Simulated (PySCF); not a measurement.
```xyz
15

B     2.0225   -0.7209   -0.5138
N     1.8262   -0.1375    0.7314
Si    0.6997    1.1117    1.2290
Si   -1.1610    1.0463   -0.1401
Si   -2.0533   -1.0513   -0.5617
H     1.3225   -0.3979   -1.3992
H     2.8735   -1.5133   -0.6663
H     2.4552   -0.4320    1.4637
H     0.4302    0.7703    2.6377
H     1.4733    2.3663    1.2697
H    -0.8936    1.7555   -1.4041
H    -2.1870    1.9042    0.4882
H    -2.0832   -1.8709    0.6564
H    -3.4372   -1.0122   -1.0486
H    -1.2921   -1.8105   -1.5554
```

Geometry: GFN2-xTB.

These are results of PBE0/pcSseg-1, SCF density, gas phase, non-relativistic in PySCF 2.14.0, not measurements.

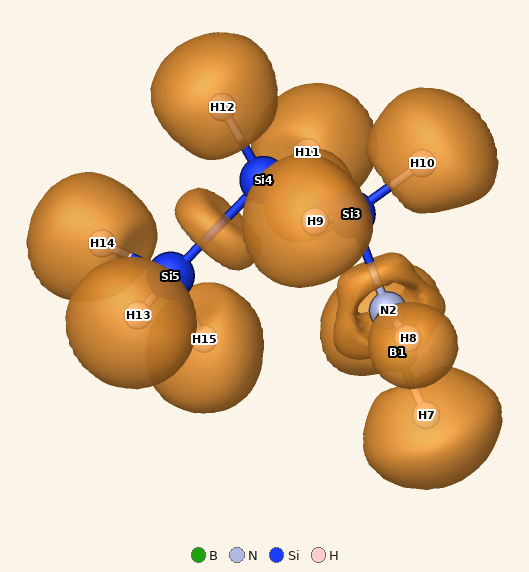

BH10NSi3 (SMILES BN[SiH2][SiH2][SiH3]). Isosurface of the electron localisation function at 0.8 (orange), seen at a tilt. Core shells and regions of very low density are left out.

Where are the electrons localised?

At this value the surface marks out two regions between bonded Si–Si atoms (shared pairs), ten regions around hydrogen nuclei and one region on N in which the atom's valence shell and bonds are merged.

Values along the shortest contacts:
B–N (1.39 Å): the ELF peaks at about 0.95 between the atoms; a short, strongly polar bond. Si–N (1.75 Å): the ELF peaks at about 0.90 between the atoms (a shared but strongly polarised pair).
